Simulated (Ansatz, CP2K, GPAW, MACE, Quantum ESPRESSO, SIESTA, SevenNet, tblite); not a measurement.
## SIESTA runs on H-capped AlP nanocrystal (rod) (34 atoms)

Aim: run H-capped AlP nanocrystal (rod) (34 atoms) in SIESTA and see how near its forces come to a plane-wave reference, and at what cost.

Calculated with SIESTA 5.4.2; the method is named at each step.

**1. Starting point**

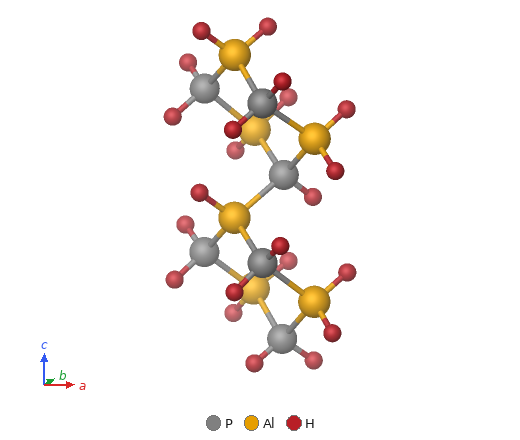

Start, viewed slightly off an axis; phosphorus grey, aluminium orange, hydrogen red.

The cell holds 34 atoms: 6 P, 6 Al and 22 H. Cell: a = 15.829 Å, b = 15.829 Å, c = 21.292 Å, α = 90.0°, β = 90.0°, γ = 90.0°. It derives from AlP (zinc-blende). Rod of size parameter 3.1 Å cut from zinc-blende AlP (a = 5.463 Å), atoms with fewer than two neighbours dropped, broken bonds capped with H, 10 Å of vacuum. Then every atom was moved at random, 0.03 Å r.m.s. a Cartesian component (hydrogen 0.6 of that). Regions: crystal, 12 atoms (6 P and 6 Al); hydrogen, 22 atoms (22 H). Vacuum lies along a, b and c.

The yardstick, on the same geometry:

* method: Kohn-Sham DFT, PBE, SSSP efficiency 1.3.0 pseudopotentials, plane waves (Quantum ESPRESSO 7.5); sssp-pbe-1.3.0-efficiency, cutoffs 45/360 Ry, Γ point
* r.m.s. force component: 0.8536 eV/Å
* longest force: 3.87 eV/Å
* gap (highest filled to lowest empty level): 3.079 eV
* time: 4.9 min on 4 MPI ranks of Arm Neoverse V2, shared host
* CPU time: 20 min

**2. PBE, DZP, shift 0.01 Ry, mesh 300 Ry**

Method: Kohn-Sham DFT, PBE, PseudoDojo 0.4.1 norm-conserving pseudopotentials (converted to PSML), numerical atomic orbitals (DZP), diagonalisation.

The .psml files are PseudoDojo norm-conserving potentials that we converted to this format, checked against plane waves on the same files for H, C, O, Si, Ge and Ca alone.

input.fdf

```
SystemLabel cell
NumberOfAtoms 34
NumberOfSpecies 3
%block ChemicalSpeciesLabel
  1 15 P
  2 13 Al
  3 1 H
%endblock ChemicalSpeciesLabel
LatticeConstant 1.0 Ang
%block LatticeVectors
  15.82930 0.00000 0.00000
  0.00000 15.82930 0.00000
  0.00000 0.00000 21.29230
%endblock LatticeVectors
PAO.BasisSize DZP
PAO.EnergyShift 0.01 Ry
XC.Functional GGA
XC.Authors PBE
MeshCutoff 300 Ry
%block kgrid_Monkhorst_Pack
  1 0 0 0.0
  0 1 0 0.0
  0 0 1 0.0
%endblock kgrid_Monkhorst_Pack
SolutionMethod diagon
OccupationFunction FD
ElectronicTemperature 580 K
SCF.Mixer.Method Pulay
SCF.Mixer.Weight 0.05
SCF.Mixer.History 8
SCF.Mix Hamiltonian
MaxSCFIterations 300
SCF.DM.Tolerance 1e-04
SCF.H.Tolerance 1.0e-3 eV
WriteForces T
Write.HirshfeldPop T
Write.VoronoiPop T
Write.DM F
Write.H F
XML.Write F
AtomicCoordinatesFormat Fractional
%block AtomicCoordinatesAndAtomicSpecies
  0.36786 0.54050 0.40416 1
  0.36876 0.54008 0.66064 1
  0.53762 0.36875 0.40645 1
  0.53731 0.36872 0.65695 1
  0.53641 0.53902 0.27190 1
  0.45299 0.62498 0.34123 2
  0.62790 0.45274 0.34008 2
  0.45442 0.45656 0.46751 2
  0.53987 0.53898 0.52925 1
  0.45538 0.62332 0.59040 2
  0.62788 0.45598 0.59555 2
  0.45643 0.45133 0.72343 2
  0.31376 0.59159 0.44140 3
  0.31728 0.48733 0.36446 3
  0.31250 0.48961 0.61992 3
  0.32022 0.58924 0.69601 3
  0.49020 0.31674 0.36427 3
  0.59011 0.31321 0.43941 3
  0.59426 0.31628 0.69728 3
  0.48729 0.31526 0.61920 3
  0.48853 0.49140 0.23681 3
  0.59109 0.59171 0.23460 3
  0.51277 0.68529 0.38034 3
  0.39394 0.68399 0.29605 3
  0.68385 0.51264 0.38203 3
  0.68132 0.39659 0.29715 3
  0.39437 0.39654 0.51081 3
  0.58886 0.59339 0.49094 3
  0.51249 0.68576 0.63714 3
  0.39787 0.68585 0.55096 3
  0.68772 0.39615 0.55180 3
  0.68338 0.50909 0.63828 3
  0.39822 0.39740 0.76463 3
  0.51261 0.51121 0.76373 3
%endblock AtomicCoordinatesAndAtomicSpecies
```

The run is started by

```console
OMP_NUM_THREADS=1 siesta < input.fdf > output.txt
```

What it wrote:

```text
Version         : 5.4.2
reinit: System Name:
reinit: System Label: cell
initatom: Reading input for the pseudopotentials and atomic orbitals ----------
Species number:   1 Atomic number:   15 Label: P
Species number:   2 Atomic number:   13 Label: Al
Species number:   3 Atomic number:    1 Label: H
Ground state valence configuration (from tables):   3s02  3p03  3d00  4f00
Ground state valence configuration (from tables):   3s02  3p01  3d00  4f00
Ground state valence configuration (from tables):   1s01  2p00  3d00  4f00
---- Processing specs for species: P
GGA--PBE XC_GGA_X_PBE--XC_GGA_C_PBE pb
---- Processing specs for species: Al
GGA--PBE XC_GGA_X_PBE--XC_GGA_C_PBE pb
---- Processing specs for species: H
GGA--PBE XC_GGA_X_PBE--XC_GGA_C_PBE pb
P pseudopotential only contains V_ls up to l=2 -- lmxkb reset.
Al pseudopotential only contains V_ls up to l=2 -- lmxkb reset.
H pseudopotential only contains V_ls up to l=1 -- lmxkb reset.
Using PAO.SplitTailNorm
%block ChemicalSpeciesLabel
    1   15 P                       # Species index, atomic number, species label
    2   13 Al                      # Species index, atomic number, species label
    3    1 H                       # Species index, atomic number, species label
%endblock ChemicalSpeciesLabel
%block PAO.Basis                 # Define Basis set
P                     2                    # Species label, number of l-shells
 n=3   0   2                         # n, l, Nzeta
   4.859      3.414
   1.000      1.000
 n=3   1   2 P   1                   # n, l, Nzeta, Polarization, NzetaPol
   6.081      4.321
   1.000      1.000
Al                    2                    # Species label, number of l-shells
 n=3   0   2                         # n, l, Nzeta
   6.130      4.449
   1.000      1.000
 n=3   1   2 P   1                   # n, l, Nzeta, Polarization, NzetaPol
   7.969      5.883
   1.000      1.000
H                     1                    # Species label, number of l-shells
 n=1   0   2 P   1                   # n, l, Nzeta, Polarization, NzetaPol
   5.233      3.529
   1.000      1.000
%endblock PAO.Basis
coor:   Atomic-coordinates input format  =     Fractional
siesta: System type = molecule
initatomlists: Number of atoms, orbitals, and projectors:     34   266   326
siesta: ******************** Simulation parameters ****************************
Total number of electrons:    70.000000
Total ionic charge:    70.000000
 Kpoints in:            1 . Kpoints trimmed:            1
siesta: k-grid: Number of k-points = 1
siesta: k-points from Monkhorst-Pack grid
siesta: k-cutoff (effective) =     7.915 Ang
siesta: k-point supercell and displacements
siesta: k-grid:     1     0     0      0.000
siesta: k-grid:     0     1     0      0.000
siesta: k-grid:     0     0     1      0.000
                     ====================================
                        Single-point calculation
                     ====================================
outcell: Unit cell vectors (Ang):
       15.829300    0.000000    0.000000
        0.000000   15.829300    0.000000
        0.000000    0.000000   21.292300
outcell: Cell vector modules (Ang)   :   15.829300   15.829300   21.292300
outcell: Cell angles (23,13,12) (deg):     90.0000     90.0000     90.0000
outcell: Cell volume (Ang**3)        :   5335.1422
new_DM -- step:     1
Initializing Density Matrix...
Attempting to read DM from file... Failed...
DM filled with atomic data:
InitMesh: MESH = 180 x 180 x 240 = 7776000
InitMesh: Mesh cutoff (required, used) =   300.000   351.139 Ry
stepf: Fermi-Dirac step function
        iscf     Eharris(eV)        E_KS(eV)     FreeEng(eV)     dDmax    Ef(eV) dHmax(eV)
   scf:    1    -1877.346552    -1848.216944    -1848.216944  1.822245 -5.606644  5.705193
   scf:    2    -1849.897268    -1849.070188    -1849.070188  0.010709 -5.665103  5.220630
   scf:    3    -1854.579931    -1852.508059    -1852.508059  0.072625 -4.648273  2.045159
   scf:    4    -1851.221150    -1852.122153    -1852.122153  0.037505 -3.995647  2.034051
   scf:    5    -1852.822278    -1852.841300    -1852.841300  0.037001 -4.389116  0.616470
   scf:    6    -1852.946360    -1852.911571    -1852.911571  0.008042 -4.219004  0.083302
[...]
scf:   10    -1852.912583    -1852.912559    -1852.912559  0.000293 -4.193631  0.004171
   scf:   11    -1852.912565    -1852.912562    -1852.912562  0.000116 -4.194435  0.001224
   scf:   12    -1852.912564    -1852.912563    -1852.912563  0.000045 -4.194512  0.000745
SCF Convergence by DM+H criterion
max |DM_out - DM_in|         :     0.0000451759
max |H_out - H_in|      (eV) :     0.0007450261
SCF cycle converged after 12 iterations
Using DM_out to compute the final energy and forces
siesta: E_KS(eV) =            -1852.9126
siesta: E_KS - E_eggbox =     -1852.9126
siesta: Atomic forces (eV/Ang):
     1    0.350039   -0.490189   -0.397876
     2    1.933015   -2.227565   -2.761112
     3   -0.012852    0.725715   -1.328020
     4    1.118956    0.063043    0.343512
     5    2.245863    1.689628    3.435719
     6   -0.240516    1.744815   -1.344783
[...]
32    0.428950    0.837874    0.949192
    33   -0.730190   -0.794667    0.496757
    34    0.598166    0.491069    0.091798
----------------------------------------
   Tot    0.001567    0.000478   -0.000564
----------------------------------------
   Max    3.435719
   Res    0.941317    sqrt( Sum f_i^2 / 3N )
----------------------------------------
   Max    3.435719    constrained
Stress tensor Voigt[x,y,z,yz,xz,xy] (kbar):       -2.82       -2.98       -2.72       -1.28        0.67        0.13
(Free)E + p*V (eV/cell)    -1843.4496
Target enthalpy (eV/cell)    -1852.9126
siesta: Program's energy decomposition (eV):
siesta: Ebs     =      -700.993626
siesta: Eions   =      3716.727777
siesta: Ena     =      1538.128151
siesta: Ekin    =       868.832996
siesta: Enl     =       187.664110
siesta: DEna    =       -25.602608
siesta: DUscf   =        10.025467
siesta: Ex      =      -645.466000
siesta: Ec      =       -69.766901
siesta: Exc     =      -715.232901
siesta: Eharris =     -1852.912564
siesta: Etot    =     -1852.912563
siesta: FreeEng =     -1852.912563
siesta: Final energy (eV):
siesta:  Band Struct. =    -700.993626
siesta:       Kinetic =     868.832996
siesta:       Hartree =    3932.785923
siesta:         Exch. =    -645.466000
siesta:         Corr. =     -69.766901
siesta:   Exch.-corr. =    -715.232901
siesta:  Ion-electron =   -8634.328198
siesta:       Ion-ion =    2695.029617
siesta:         Total =   -1852.912563
siesta:         Fermi =      -4.194512
siesta: Stress tensor (static) (eV/Ang**3):
siesta:    -0.001763    0.000079    0.000419
siesta:     0.000079   -0.001862   -0.000796
siesta:     0.000419   -0.000796   -0.001696
siesta: Cell volume =       5335.142166 Ang**3
siesta: Pressure (static):
siesta:                Solid            Molecule  Units
siesta:           0.00001932         -0.00000007  Ry/Bohr**3
siesta:           0.00177370         -0.00000609  eV/Ang**3
siesta:           2.84178863         -0.00975076  kBar
    Orbital volume contribution        =          15.950769 eV
    (Free)E + p_basis*V_orbitals       =       -1836.961794 eV
    (Free)Eharris+ p_basis*V_orbitals  =       -1836.961794 eV
siesta: Electric dipole (a.u.)  =   -1.883249   -2.273820   -2.495731
siesta: Electric dipole (Debye) =   -4.786742   -5.779475   -6.343514
Hirshfeld Atomic Populations:
Atom #   charge [q] valence [e]  Species
     1     0.126364    4.873636  P
     2     0.109966    4.890034  P
     3     0.114247    4.885753  P
     4     0.118232    4.881768  P
     5     0.110048    4.889952  P
     6     0.165973    2.834027  Al
     7     0.185602    2.814398  Al
     8     0.169569    2.830431  Al
     9    -0.002288    5.002288  P
    10     0.149638    2.850362  Al
    11     0.175963    2.824037  Al
    12     0.171855    2.828145  Al
    13     0.046864    0.953136  H
    14     0.023370    0.976630  H
    15     0.007182    0.992818  H
    16     0.026759    0.973241  H
    17     0.016723    0.983277  H
    18     0.040008    0.959992  H
[...]
--------------------
 Total     0.000001
Voronoi Atomic Populations:
Atom #   charge [q] valence [e]  Species
[...]
4     0.091615    4.908385  P
     5     0.068736    4.931264  P
[...]
9    -0.048902    5.048902  P
    10     0.255314    2.744686  Al
    11     0.266522    2.733478  Al
    12     0.252235    2.747765  Al
[...]
32    -0.185856    1.185856  H
    33    -0.225860    1.225860  H
    34    -0.192044    1.192044  H
--------------------
 Total     0.000001
```

It took 70 s on 1 thread of Arm Neoverse V2, shared host; peak memory 1.2 GiB.

Banners, paths, timers and routine set-up lines are dropped from the logs unmarked, and long logs keep their key lines alone; longer cuts are marked.

Numbers from this run, and their distance from the reference:

```yaml
r_m_s_force_component: 0.9413 eV/Å
r_m_s_difference_of_force_components: 167.3 meV/Å
longest_difference_of_force_vectors: 610.9 meV/Å
force_difference_over_r_m_s_force: 19.6 %
slope_of_forces_against_the_reference_s: 1.089
correlation_of_force_components: 0.9874
spacing_of_highest_filled_and_lowest_empty_level: 3.185 eV
gap_difference: 0.1065 eV
```

Length of the force difference by element (eV/Å):

| element | atoms | mean | most |
| --- | --- | --- | --- |
| Al | 6 | 0.076 | 0.11 |
| H | 22 | 0.21 | 0.57 |
| P | 6 | 0.45 | 0.61 |

Levels nearest the highest filled one (eV from it): -1.88, -1.58, -1.32, -1.22, -1.17, -0.90, -0.88, -0.74, -0.45, -0.33, -0.18, 0.00, 3.19, 3.88, 4.05, 4.16, 4.41, 4.65, 4.92, 5.01, 5.04, 5.12, 5.21, 5.26.

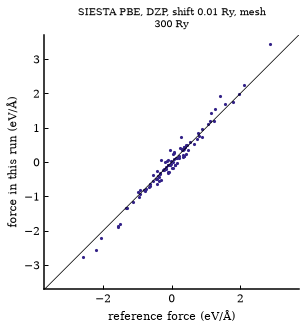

Force components against those of the reference; the line marks equality.

Local excerpt of 9 atoms (numbers count through the whole input) about H13, whose charge lies farthest from its element's mean; x, y, z are measured from there.

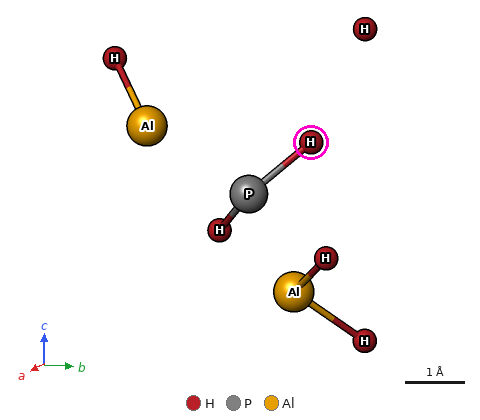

The atoms of the table, within 3.7 Å (arrows a, b, c point along x, y, z); some may hide others; the central atom is ringed.

| atom | x | y | z | distance (Å) | bonds | Hirshfeld charge (e) | Fx | Fy | Fz (eV/Å) |
| --- | --- | --- | --- | --- | --- | --- | --- | --- | --- |
| H13 | 0.00 | 0.00 | 0.00 | 0.00 | 1 | 0.05 | -0.31 | -0.01 | 0.04 |
| P1 | 0.86 | -0.81 | -0.79 | 1.42 | 4 | 0.13 | 0.35 | -0.49 | -0.40 |
| H14 | 0.06 | -1.65 | -1.64 | 2.33 | 1 | 0.02 | -0.30 | 0.19 | 0.24 |
| H30 | 1.33 | 1.49 | 2.33 | 3.07 | 1 | -0.18 | -0.44 | -0.08 | -0.49 |
| Al6 | 2.20 | 0.53 | -2.13 | 3.11 | 4 | 0.17 | -0.24 | 1.74 | -1.34 |
| Al8 | 2.23 | -2.14 | 0.56 | 3.14 | 4 | 0.17 | -0.94 | -0.83 | 1.20 |
| H24 | 1.27 | 1.46 | -3.09 | 3.65 | 1 | -0.18 | -0.05 | -0.34 | 0.12 |
| H27 | 1.28 | -3.09 | 1.48 | 3.65 | 1 | -0.18 | 0.12 | 0.17 | 0.03 |
| H23 | 3.15 | 1.48 | -1.30 | 3.72 | 1 | -0.16 | 0.37 | -0.19 | 0.43 |

Forces lie 20 % from the reference's, at 0.060 times its CPU time (on 1 against 4 cores).

**3. PBE, SZ, shift 0.01 Ry, mesh 300 Ry**

Method: Kohn-Sham DFT, PBE, PseudoDojo 0.4.1 norm-conserving pseudopotentials (converted to PSML), numerical atomic orbitals (SZ), diagonalisation.

Edit input.fdf of step 2 so:

```diff
@@ -14,3 +14,3 @@
 %endblock LatticeVectors
-PAO.BasisSize DZP
+PAO.BasisSize SZ
 PAO.EnergyShift 0.01 Ry
```

What it wrote:

```text
Version         : 5.4.2
reinit: System Name:
reinit: System Label: cell
initatom: Reading input for the pseudopotentials and atomic orbitals ----------
Species number:   1 Atomic number:   15 Label: P
Species number:   2 Atomic number:   13 Label: Al
Species number:   3 Atomic number:    1 Label: H
Ground state valence configuration (from tables):   3s02  3p03  3d00  4f00
Ground state valence configuration (from tables):   3s02  3p01  3d00  4f00
Ground state valence configuration (from tables):   1s01  2p00  3d00  4f00
---- Processing specs for species: P
GGA--PBE XC_GGA_X_PBE--XC_GGA_C_PBE pb
---- Processing specs for species: Al
GGA--PBE XC_GGA_X_PBE--XC_GGA_C_PBE pb
---- Processing specs for species: H
GGA--PBE XC_GGA_X_PBE--XC_GGA_C_PBE pb
Using PAO.SplitTailNorm
[... lines left out ...]
stepf: Fermi-Dirac step function
        iscf     Eharris(eV)        E_KS(eV)     FreeEng(eV)     dDmax    Ef(eV) dHmax(eV)
[... lines left out ...]
SCF Convergence by DM+H criterion
[... lines left out ...]
SCF cycle converged after 11 iterations
[... lines left out ...]
   Max    6.260719
[... lines left out ...]
   Max    6.260719    constrained
Stress tensor Voigt[x,y,z,yz,xz,xy] (kbar):      -11.18      -11.49      -11.06       -3.05       -0.35       -1.00
[... lines left out ...]
siesta: FreeEng =     -1830.820395
[... lines left out ...]
siesta:       Hartree =    3789.458875
siesta:         Exch. =    -613.216260
siesta:         Corr. =     -69.703414
siesta:   Exch.-corr. =    -682.919674
siesta:  Ion-electron =   -8408.652889
siesta:       Ion-ion =    2695.029617
siesta:         Total =   -1830.820395
siesta:         Fermi =      -5.299302
siesta: Stress tensor (static) (eV/Ang**3):
siesta:    -0.006976   -0.000625   -0.000219
siesta:    -0.000625   -0.007173   -0.001901
siesta:    -0.000219   -0.001901   -0.006905
siesta: Cell volume =       5335.142166 Ang**3
siesta: Pressure (static):
siesta:                Solid            Molecule  Units
siesta:           0.00007644         -0.00000008  Ry/Bohr**3
siesta:           0.00701805         -0.00000730  eV/Ang**3
siesta:          11.24414949         -0.01170232  kBar
    Orbital volume contribution        =           7.444800 eV
    (Free)E + p_basis*V_orbitals       =       -1823.375595 eV
    (Free)Eharris+ p_basis*V_orbitals  =       -1823.375595 eV
siesta: Electric dipole (a.u.)  =   -2.088464   -2.542160   -2.844915
siesta: Electric dipole (Debye) =   -5.308347   -6.461525   -7.231052
Hirshfeld Atomic Populations:
Atom #   charge [q] valence [e]  Species
     1     0.106720    4.893280  P
     2     0.082240    4.917760  P
     3     0.093567    4.906433  P
[...]
6     0.179432    2.820568  Al
     7     0.199848    2.800152  Al
     8     0.187344    2.812656  Al
[...]
13     0.059632    0.940368  H
    14     0.033170    0.966830  H
    15     0.016385    0.983615  H
[...]
--------------------
 Total    -0.000004
Voronoi Atomic Populations:
Atom #   charge [q] valence [e]  Species
[...]
5     0.028511    4.971489  P
[...]
9    -0.092475    5.092475  P
[...]
11     0.364735    2.635265  Al
    12     0.363796    2.636204  Al
[...]
33    -0.254566    1.254566  H
    34    -0.224143    1.224143  H
--------------------
 Total    -0.000004
```

The job ended after 43 s (1 thread; peak memory 1 GiB).

Numbers from this run, and their distance from the reference:

| Item | Value |
| --- | --- |
| r.m.s. force component | 1.812 eV/Å |
| r.m.s. difference of force components | 1329 meV/Å |
| longest difference of force vectors | 4312 meV/Å |
| force difference over r.m.s. force | 155.7 % |
| slope of forces against the reference's | 1.541 |
| correlation of force components | 0.7258 |
| gap (highest filled to lowest empty level) | 4.447 eV |
| gap difference | 1.369 eV |

This is a coarse setting, run to see what it loses.

Against the first run (20 %), the force difference from the reference is 156 %, at 0.61 times the CPU time, with 70 basis functions against 266: the smaller basis costs accuracy.

**4. PBE, TZP, shift 0.01 Ry, mesh 300 Ry**

Method: Kohn-Sham DFT, PBE, PseudoDojo 0.4.1 norm-conserving pseudopotentials (converted to PSML), numerical atomic orbitals (TZP), diagonalisation.

Edit input.fdf of step 3 so:

```diff
@@ -14,3 +14,3 @@
 %endblock LatticeVectors
-PAO.BasisSize SZ
+PAO.BasisSize TZP
 PAO.EnergyShift 0.01 Ry
```

What it wrote:

```text
Version         : 5.4.2
reinit: System Name:
reinit: System Label: cell
initatom: Reading input for the pseudopotentials and atomic orbitals ----------
Species number:   1 Atomic number:   15 Label: P
Species number:   2 Atomic number:   13 Label: Al
Species number:   3 Atomic number:    1 Label: H
Ground state valence configuration (from tables):   3s02  3p03  3d00  4f00
[... lines left out ...]
SCF Convergence by DM+H criterion
[... lines left out ...]
SCF cycle converged after 12 iterations
[... lines left out ...]
   Max    3.365662
[... lines left out ...]
   Max    3.365662    constrained
Stress tensor Voigt[x,y,z,yz,xz,xy] (kbar):       -2.84       -3.00       -2.75       -1.24        0.70        0.16
[... lines left out ...]
siesta: FreeEng =     -1853.310463
[... lines left out ...]
siesta:         Fermi =      -4.265168
[... lines left out ...]
siesta:           2.86167449         -0.00974059  kBar
[... lines left out ...]
siesta: Electric dipole (Debye) =   -4.787045   -5.788110   -6.356913
Hirshfeld Atomic Populations:
Atom #   charge [q] valence [e]  Species
     1     0.124171    4.875829  P
     2     0.107944    4.892056  P
     3     0.112264    4.887736  P
[...]
6     0.167558    2.832442  Al
     7     0.186943    2.813057  Al
     8     0.171097    2.828903  Al
[...]
13     0.047428    0.952572  H
    14     0.023899    0.976101  H
    15     0.007821    0.992179  H
[...]
--------------------
 Total     0.000001
Voronoi Atomic Populations:
Atom #   charge [q] valence [e]  Species
[...]
5     0.065466    4.934534  P
[...]
9    -0.055952    5.055952  P
[...]
11     0.266684    2.733316  Al
    12     0.252052    2.747948  Al
[...]
33    -0.224955    1.224955  H
    34    -0.190932    1.190932  H
--------------------
 Total     0.000001
```

It took 81 s on 1 thread; peak memory 1.3 GiB.

Against the reference:

```
r.m.s. force component                           : 0.9316 eV/Å
r.m.s. difference of force components            : 152 meV/Å
longest difference of force vectors              : 531.5 meV/Å
force difference over r.m.s. force               : 17.81 %
slope of forces against the reference's          : 1.08
correlation of force components                  : 0.9893
gap (highest filled to lowest empty level) : 3.176 eV
gap difference                                   : 0.0978 eV
```

Against the first run (20 %), the force difference from the reference is 18 %, at 1.2 times the CPU time, with 336 basis functions against 266.

[end of part 1 of 3]

[Also dropped from logs without a mark: logging warnings of Python, and SIESTA's first energy breakdown and zero terms.]

[Logs are printed without paths, hosts, clocks, repeated set-up lines and the standing remarks that a program may print on its own settings, such as how far it seeks lower states.]

[Hosts, paths, dates, database ids (printed as entryN), source tags and the programs' standing remarks are cut or masked in the printed files.]
